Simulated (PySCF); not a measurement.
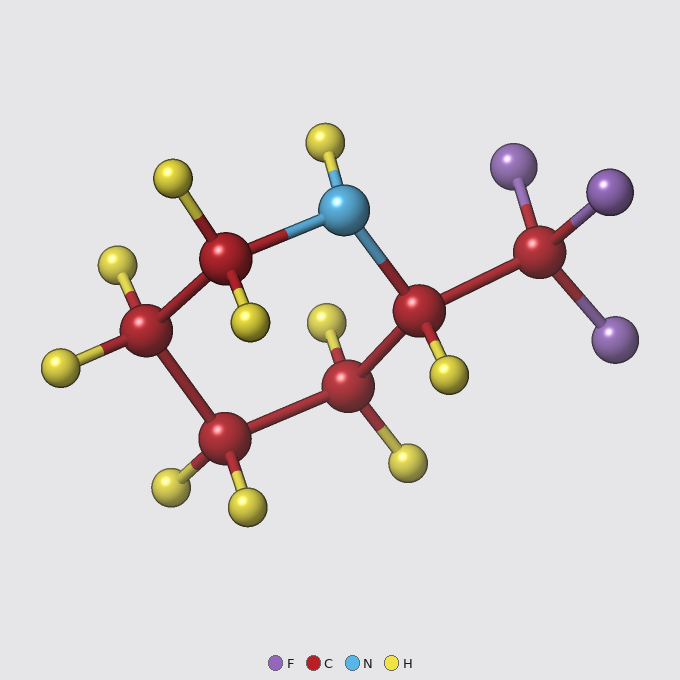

Ball-and-stick drawing of a structure. Every bond is drawn as one stick, whatever its order.

The computed structure is the end point of a GFN2-xTB optimisation. No frequency run is at hand to confirm it as a minimum.

Identify the structure.

It has 20 atoms: 6 carbon, 10 hydrogen, 3 fluorine and 1 nitrogen (C₆H₁₀F₃N). Its SMILES string is `FC(F)(F)[C@@H]1CCCCN1`. Independent rings (smallest set): 1 of 6 members. Among its groups: secondary amine, C–F bond. The point group is C1. Coordination: 6 C tetrahedral; 1 N trigonal pyramidal.

The parts below concern this one geometry. Atoms keep their numbers from picture to picture.

### Shape

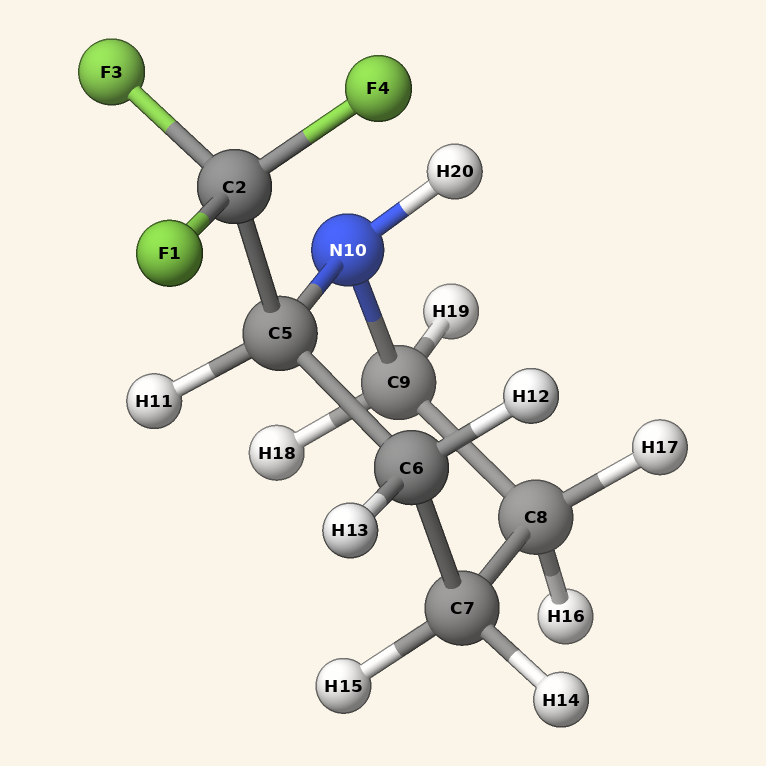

No frequency run is at hand to confirm it as a minimum.

Give these bond angles: C2–C5–C6, C2–C5–H11, F3–C2–F4, F3–C2–C5, F4–C2–C5, C5–C6–H13, C5–N10–C9, C5–N10–H20, C6–C7–H15, C7–C6–H13, C8–C9–N10, N10–C9–H19.

```json
{"angle": "C2–C5–C6", "degrees": "110.1"}
{"angle": "C2–C5–H11", "degrees": "107.0"}
{"angle": "F3–C2–F4", "degrees": "106.6"}
{"angle": "F3–C2–C5", "degrees": "113.0"}
{"angle": "F4–C2–C5", "degrees": "112.1"}
{"angle": "C5–C6–H13", "degrees": "109.9"}
{"angle": "C5–N10–C9", "degrees": "111.4"}
{"angle": "C5–N10–H20", "degrees": "109.7"}
{"angle": "C6–C7–H15", "degrees": "109.2"}
{"angle": "C7–C6–H13", "degrees": "110.7"}
{"angle": "C8–C9–N10", "degrees": "112.8"}
{"angle": "N10–C9–H19", "degrees": "107.7"}
```

### NMR shielding

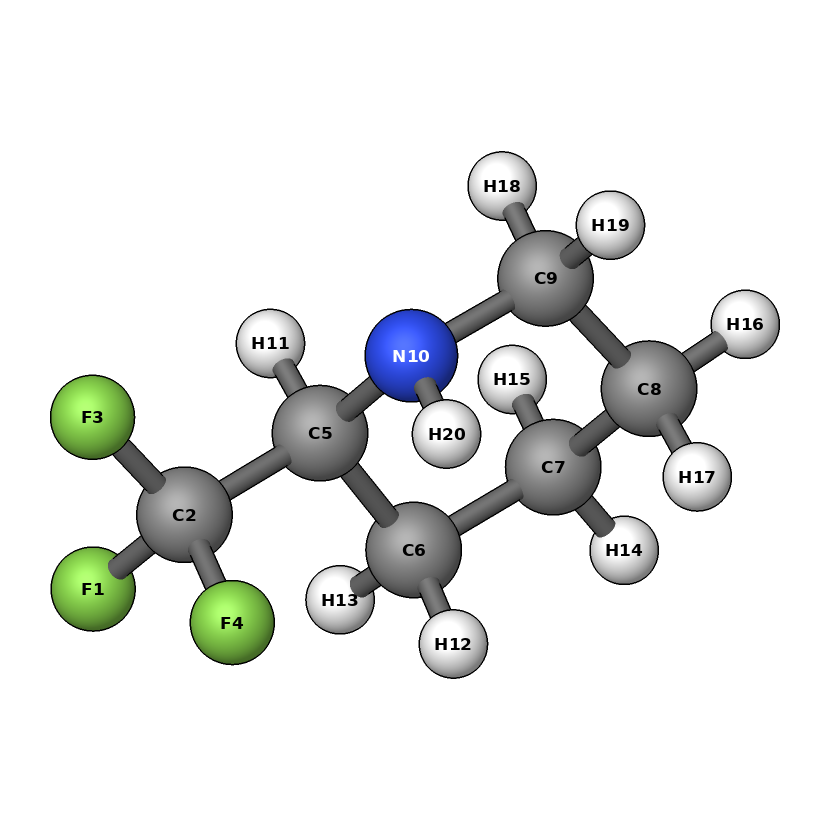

No frequency run is at hand to confirm it as a minimum. Properties computed with GIAO PBE0/pcSseg-1 NMR shielding, non-relativistic, gas phase (PySCF 2.14.0). Principal shieldings σ11 ≤ σ22 ≤ σ33, span Ω = σ33 − σ11, skew κ = 3(σiso − σ22)/Ω.

Give the shielding tensors of the N atoms.

```
atom    σ11    σ22    σ33   σiso     Ω     κ
 N10  182.4  194.0  256.1  210.8  73.7  0.68
```

Shieldings and span in ppm.

### Electronic properties

No frequency run is at hand to confirm it as a minimum. Level of theory: PBE0/pcSseg-1, gas phase (PySCF 2.14.0).

What does the calculation give?

- dipole moment: 3.18 D
- HOMO energy (Kohn–Sham orbital): −6.73 eV
- LUMO energy (Kohn–Sham orbital): 1.32 eV
- HOMO–LUMO gap: 8.05 eV

### Charges

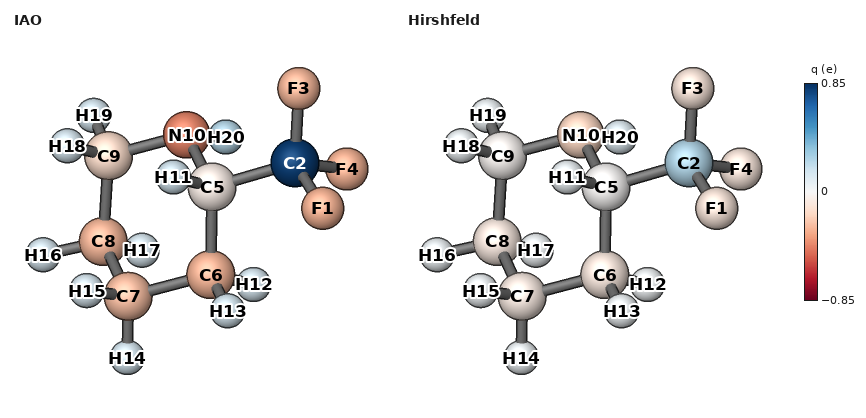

Atomic charges of one calculation by 2 schemes, on one colour scale. No frequency run is at hand to confirm it as a minimum. Method: PBE0/pcSseg-1 (PySCF 2.14.0).

Which scheme gives the most polar picture (largest mean size of the charges)?

The IAO charges are the largest in size here.

On which atom do the schemes disagree most?

On C2 (from 0.26 to 0.81 e).

List the charges (e), one line for each set of equivalent atoms.

| atom | IAO | Hirshfeld |
| --- | --- | --- |
| F1 | −0.29 | −0.09 |
| C2 | 0.81 | 0.26 |
| F3 | −0.28 | −0.10 |
| F4 | −0.29 | −0.09 |
| C5 | −0.05 | −0.01 |
| C6 | −0.28 | −0.08 |
| C7 | −0.26 | −0.07 |
| C8 | −0.28 | −0.08 |
| C9 | −0.15 | −0.02 |
| N10 | −0.41 | −0.17 |
| H11 | 0.15 | 0.05 |
| H12 | 0.13 | 0.03 |
| H13 | 0.15 | 0.04 |
| H14 | 0.14 | 0.04 |
| H15 | 0.13 | 0.04 |
| H16 | 0.14 | 0.04 |
| H17 | 0.13 | 0.03 |
| H18 | 0.13 | 0.04 |
| H19 | 0.15 | 0.05 |
| H20 | 0.24 | 0.10 |
